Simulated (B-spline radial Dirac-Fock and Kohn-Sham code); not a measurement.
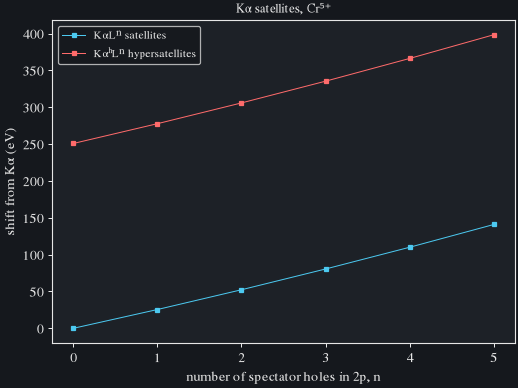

Shifts of Kα satellites and hypersatellites with the number of spectator holes in 2p, counted from the Kα line without spectators. Species: Cr⁵⁺, configuration [Ar] 3d1, inside a Watson sphere of charge −5 and radius 1.6 Å that stands in for a crystal. Level of theory: Dirac–Fock ΔSCF (average of configuration, Fermi nucleus, Breit and QED terms, no correlation); calculated with a B-spline radial code.

Q: How far above Kα is the hypersatellite?

A: 251 eV as an average over the ¹P and ³P final terms; Kα itself is at 5.4081 keV.

Q: What is the shift of the ordinary satellite (one 1s hole) with 5 spectator holes?

A: 141 eV.

Q: What does the first 2p spectator hole do to the line, and why?

A: It shifts it up by 25.5 eV: the missing electron screens the nucleus less, and the 1s binding energy rises more than the 2p one.
